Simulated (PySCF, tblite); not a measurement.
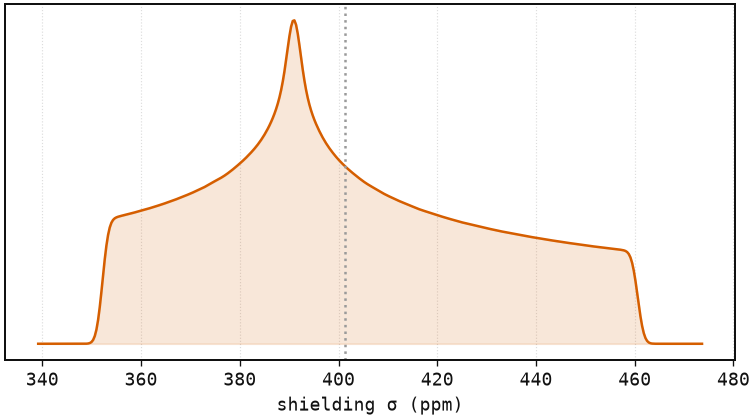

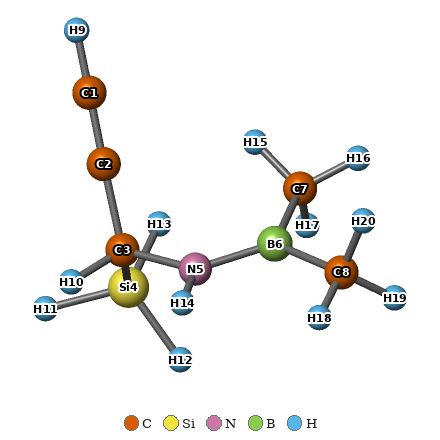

Static powder pattern (²⁹Si) from GIAO shielding tensors of C₅H₁₂BNSi, SMILES C#C[C@@H]([SiH3])NB(C)C, PBE0/pcSseg-1, PySCF, at a GFN2-xTB geometry (a minimum by its frequencies); absolute shielding, one fixed geometry of the isolated molecule without any motion, no dipolar terms. The dotted line is the isotropic value; skew is 3(σiso − σ22)/span.

### The pattern belongs to Si4. Give the principal values, span and skew.

Si4: σ11, σ22, σ33 = 352, 391, 461 ppm, isotropic 401, span 108 ppm, skew 0.29.

Note: the tight-binding geometry is rougher than a DFT one and adds to the error; one conformer of a flexible molecule.
